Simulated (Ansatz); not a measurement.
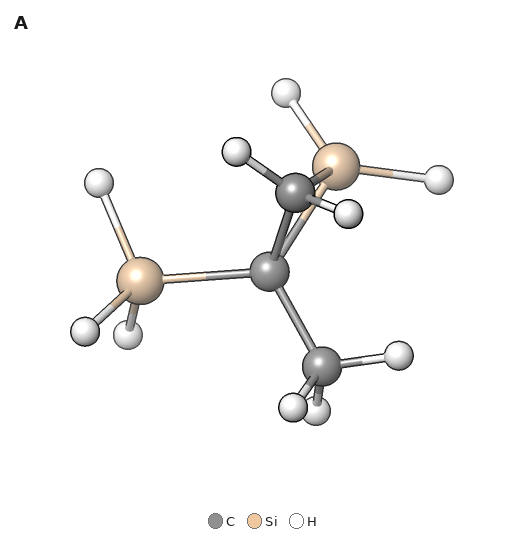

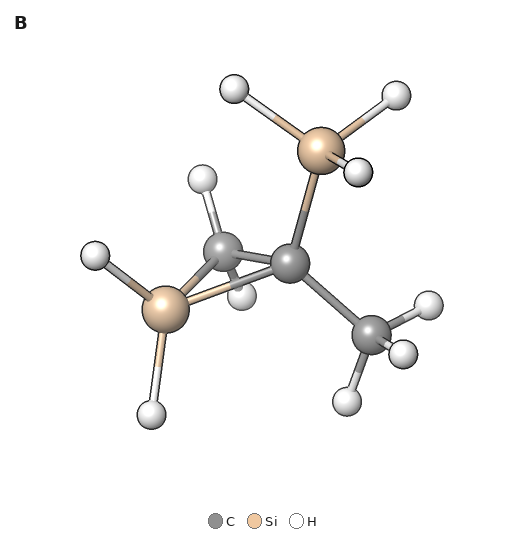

Depth is shown by fading: the farther an atom, the more it takes the colour of the background. The geometry was computed by an optimisation with PBE0-D4/def2-TZVP. No frequency run is at hand to confirm it as a minimum.

> Can A be turned into B by a rotation alone?

Yes. They are the same structure, C3H10Si2 (C[C@@]1([SiH3])C[SiH2]1), seen from two directions: a rotation takes one into the other. The geometry is chiral (C1), so its mirror image would differ.
